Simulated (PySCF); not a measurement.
**C4H11Ga (GaH2(iBu)): density, localisation and related maps**

Input file:

```
{"job": {"kind": "uv", "xc": "CAM-B3LYP", "basis": "def2-SVPD", "ip": false, "nstates": 15}, "charge": 0, "multiplicity": 1}
Ga     0.961498     1.542243     1.233526
H      2.539350     1.540560     1.269613
H      0.223018     2.936607     1.206347
C     -0.059106    -0.163175     1.269505
C     -0.420670    -0.711120    -0.118213
C      0.824853    -1.013781    -0.944607
C     -1.360342     0.227844    -0.867021
H     -0.979576     0.001681     1.855823
H      0.544179    -0.905239     1.819799
H     -0.959462    -1.667218     0.024668
H      1.392569    -0.091124    -1.165455
H      0.567963    -1.475134    -1.910926
H      1.506749    -1.695318    -0.413572
H     -0.879466     1.202457    -1.066363
H     -2.274509     0.429834    -0.287665
H     -1.661408    -0.193066    -1.839040
```

Run with:

```sh
OMP_NUM_THREADS=1 python probes_run.py task.json out
```

Geometry: PBE0-D3(BJ)/def2-SVP.

All numbers below come from PySCF, CAM-B3LYP/def2-SVPD, SCF density, gas phase.

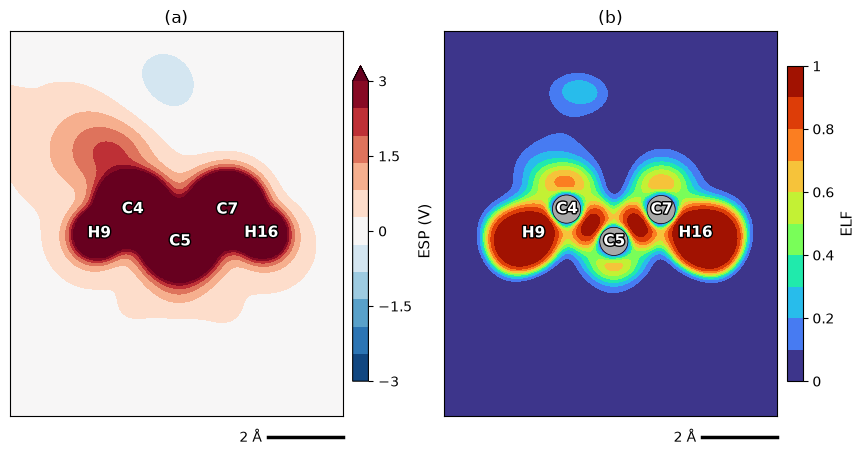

Figure 1. (a) molecular electrostatic potential; (b) electron localisation function on the plane of atoms C5, C7 and H16. Grey discs cover the atomic cores in the ELF map.

Describe what can be read from this map.

Answer. The section cuts through C and H sites.
C–C (1.52 Å): the ELF peaks at about 0.95 between the atoms: a covalent bond.
C–H (1.10 Å): the ELF climbs to about 1 towards the hydrogen, as it does in any bond to H; a covalent bond by its length.
Outside the dense part of the molecule the potential is most negative (−0.3 V) near H3, which lies off the plane.

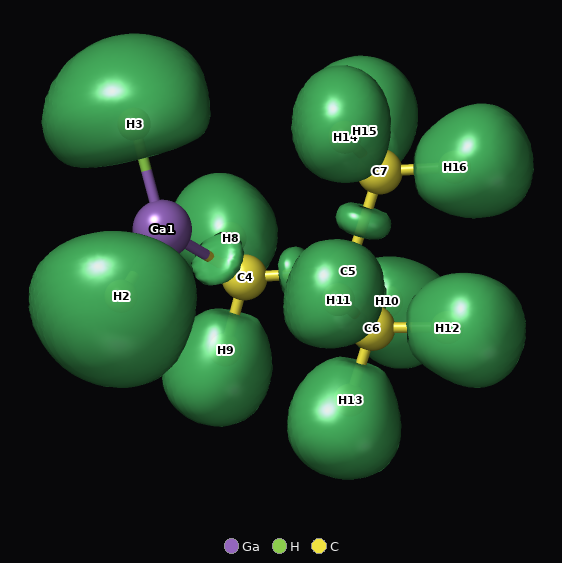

Figure 2. Isosurface of the electron localisation function at 0.85 (green), seen at an oblique angle. Only the valence region is drawn (cores and ρ < 0.01 e/Å³ removed).

Describe the localisation domains.

Answer. The ELF exceeds this value in three regions between bonded C–C atoms (shared pairs), eleven regions around hydrogen nuclei and one lobe of the valence shell of C pointing towards Ga (polar bonds). Profiles from the grid: C–Ga (1.99 Å): the ELF peaks at about 0.90 in the valence shell of C, 0.7 Å from its nucleus, and is about 0.60 at the midpoint.

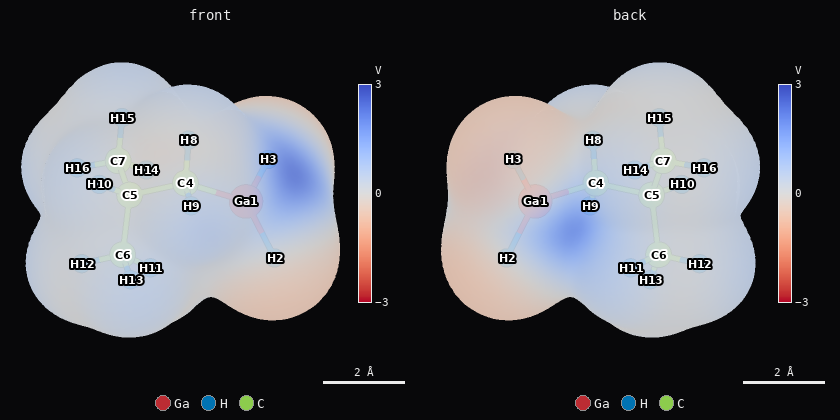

Figure 3. The electrostatic potential painted on the density surface at 0.001 e/bohr³, seen from the front and from behind; red is negative and blue positive.

Where is the surface potential most negative and most positive?

Answer. The most negative region (about −0.5 V, or −12 kcal/mol for a unit charge) lies over H2 and H3, the most positive (about +2.0 V, or +46 kcal/mol for a unit charge) over Ga1.

How polar is the molecule by this calculation?

Answer. Its dipole moment is 1.11 D.
